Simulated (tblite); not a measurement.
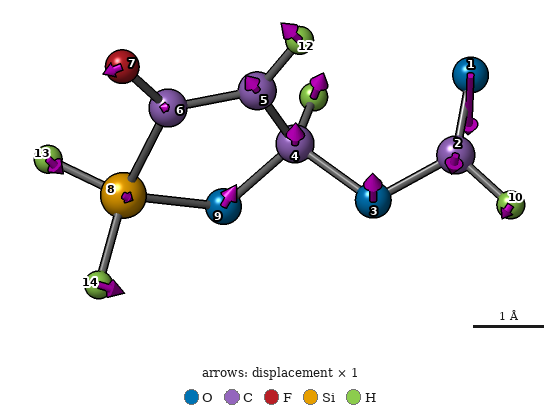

A relaxation of C4H5FO3Si. The starting structure is drawn; purple arrows show the displacements, at their true length. The two geometries are superimposed by the best rigid fit.

The picture is a ball-and-stick view, seen from a free direction.

Level of theory: tblite 0.8.0, GFN2-xTB geometry optimisation, gas phase. 

Question: What did the optimiser do to the structure, and how much energy did it gain?

Answer: The largest move after the best rigid fit is that of an O atom, 1.28 Å. By element the largest moves are O 1.28 Å, H 0.52 Å, C 0.41 Å, F 0.31 Å, Si 0.18 Å. Some distances before and after: C–Si 1.816 → 1.897 Å, C–O 1.462 → 1.387 Å, O–Si 1.686 → 1.645 Å, H–Si 1.490 → 1.454 Å. Bond angles that change, for instance: C–O–Si 110.5° → 116.6°, C–Si–O 95.4° → 89.9°, C–C–H 123.1° → 127.4°. Groups turn about C–O by about 55°. The energy falls by 8.09 kcal/mol in 121 geometry steps. The run took 0.82 s on 1 thread of Arm Neoverse V1, on a shared host.
